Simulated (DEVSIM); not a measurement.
System: abrupt Si n-p junction, at 250 K.

```
layer (left to right)  material  thickness (μm)  Nd (cm⁻³)  Na (cm⁻³)   τn (s)   τp (s)
---------------------  --------  --------------  ---------  ---------  -------  -------
1                            Si            1.20     1.6e17          -  0.00093   2.8e-5
2                            Si           0.300          -     1.6e16  0.00093  0.00093
```

Left contact: ohmic. Right contact: ohmic. Voltage is applied to the left contact. Recombination: SRH at mid-gap, radiative, Auger. Mobility is μmin + (μ − μmin)/(1 + (N/Nref)^α).

The device is made up for the run: typed textbook-type constants, with dimensions and the other settings drawn at random. Values at 300 K; Nc and Nv go as T^1.5, mobilities as T to minus their exponent, the gap by Varshni's rule with the affinity fixed.

```csv
parameter,Si
gap (eV),1.124
affinity (eV),4.05
permittivity,11.7
Nc (cm⁻³),2.86e19
Nv (cm⁻³),3.1e19
μn (cm²/Vs),1417
μp (cm²/Vs),470
"μn,min",52
"μp,min",45
"Nref,n",9.7e16
"Nref,p",2.2e17
αn,0.68
αp,0.72
T exponent of μn,2.3
T exponent of μp,2.2
B (cm³/s),4.7e-15
Cn (cm⁶/s),2.8e-31
Cp (cm⁶/s),9.9e-32
Varshni α (eV/K),0.000473
Varshni β (K),636
```

Simulated with DEVSIM: 1D drift-diffusion, Boltzmann statistics, complete ionisation; no tunnelling, impact ionisation, image-force lowering or self-heating.

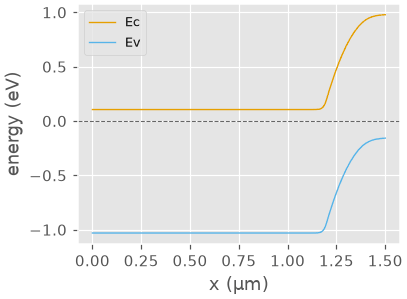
Figure: Band edges at zero bias

Energies count from the Fermi level of the right contact; mesh points crowd at the junctions.

```json
[
 {"x (μm)": "0.000", "Ec (eV)": "0.106", "Ev (eV)": "-1.030", "n (cm⁻³)": "1.6e17", "p (cm⁻³)": "< 1e2", "field (V/cm)": "≈ 0"},
 {"x (μm)": "0.01502", "Ec (eV)": "0.106", "Ev (eV)": "-1.030", "n (cm⁻³)": "1.6e17", "p (cm⁻³)": "< 1e2", "field (V/cm)": "≈ 0"},
 {"x (μm)": "0.03905", "Ec (eV)": "0.106", "Ev (eV)": "-1.030", "n (cm⁻³)": "1.6e17", "p (cm⁻³)": "< 1e2", "field (V/cm)": "≈ 0"},
 {"x (μm)": "0.07749", "Ec (eV)": "0.106", "Ev (eV)": "-1.030", "n (cm⁻³)": "1.6e17", "p (cm⁻³)": "< 1e2", "field (V/cm)": "≈ 0"},
 {"x (μm)": "0.1668", "Ec (eV)": "0.106", "Ev (eV)": "-1.030", "n (cm⁻³)": "1.6e17", "p (cm⁻³)": "< 1e2", "field (V/cm)": "≈ 0"},
 {"x (μm)": "0.2818", "Ec (eV)": "0.106", "Ev (eV)": "-1.030", "n (cm⁻³)": "1.6e17", "p (cm⁻³)": "< 1e2", "field (V/cm)": "≈ 0"},
 {"x (μm)": "0.4470", "Ec (eV)": "0.106", "Ev (eV)": "-1.030", "n (cm⁻³)": "1.6e17", "p (cm⁻³)": "< 1e2", "field (V/cm)": "≈ 0"},
 {"x (μm)": "0.7681", "Ec (eV)": "0.106", "Ev (eV)": "-1.030", "n (cm⁻³)": "1.6e17", "p (cm⁻³)": "< 1e2", "field (V/cm)": "≈ 0"},
 {"x (μm)": "0.9394", "Ec (eV)": "0.106", "Ev (eV)": "-1.030", "n (cm⁻³)": "1.6e17", "p (cm⁻³)": "< 1e2", "field (V/cm)": "≈ 0"},
 {"x (μm)": "1.046", "Ec (eV)": "0.106", "Ev (eV)": "-1.030", "n (cm⁻³)": "1.6e17", "p (cm⁻³)": "< 1e2", "field (V/cm)": "≈ 0"},
 {"x (μm)": "1.113", "Ec (eV)": "0.106", "Ev (eV)": "-1.030", "n (cm⁻³)": "1.6e17", "p (cm⁻³)": "< 1e2", "field (V/cm)": "21"},
 {"x (μm)": "1.165", "Ec (eV)": "0.111", "Ev (eV)": "-1.026", "n (cm⁻³)": "1.3e17", "p (cm⁻³)": "< 1e2", "field (V/cm)": "5000"},
 {"x (μm)": "1.188", "Ec (eV)": "0.146", "Ev (eV)": "-0.990", "n (cm⁻³)": "2.5e16", "p (cm⁻³)": "< 1e2", "field (V/cm)": "33000"},
 {"x (μm)": "1.201", "Ec (eV)": "0.209", "Ev (eV)": "-0.927", "n (cm⁻³)": "1.3e15", "p (cm⁻³)": "< 1e2", "field (V/cm)": "61000"},
 {"x (μm)": "1.223", "Ec (eV)": "0.335", "Ev (eV)": "-0.801", "n (cm⁻³)": "3.8e12", "p (cm⁻³)": "1700", "field (V/cm)": "56000"},
 {"x (μm)": "1.249", "Ec (eV)": "0.472", "Ev (eV)": "-0.665", "n (cm⁻³)": "6.8e9", "p (cm⁻³)": "950000", "field (V/cm)": "49000"},
 {"x (μm)": "1.284", "Ec (eV)": "0.629", "Ev (eV)": "-0.507", "n (cm⁻³)": "4500000", "p (cm⁻³)": "1.4e9", "field (V/cm)": "40000"},
 {"x (μm)": "1.341", "Ec (eV)": "0.819", "Ev (eV)": "-0.317", "n (cm⁻³)": "660", "p (cm⁻³)": "9.7e12", "field (V/cm)": "26000"},
 {"x (μm)": "1.418", "Ec (eV)": "0.949", "Ev (eV)": "-0.187", "n (cm⁻³)": "< 1e2", "p (cm⁻³)": "4.0e15", "field (V/cm)": "8300"},
 {"x (μm)": "1.455", "Ec (eV)": "0.970", "Ev (eV)": "-0.166", "n (cm⁻³)": "< 1e2", "p (cm⁻³)": "1.0e16", "field (V/cm)": "3300"},
 {"x (μm)": "1.480", "Ec (eV)": "0.976", "Ev (eV)": "-0.160", "n (cm⁻³)": "< 1e2", "p (cm⁻³)": "1.4e16", "field (V/cm)": "1800"},
 {"x (μm)": "1.500", "Ec (eV)": "0.979", "Ev (eV)": "-0.157", "n (cm⁻³)": "< 1e2", "p (cm⁻³)": "1.6e16", "field (V/cm)": "1500"}
]
```
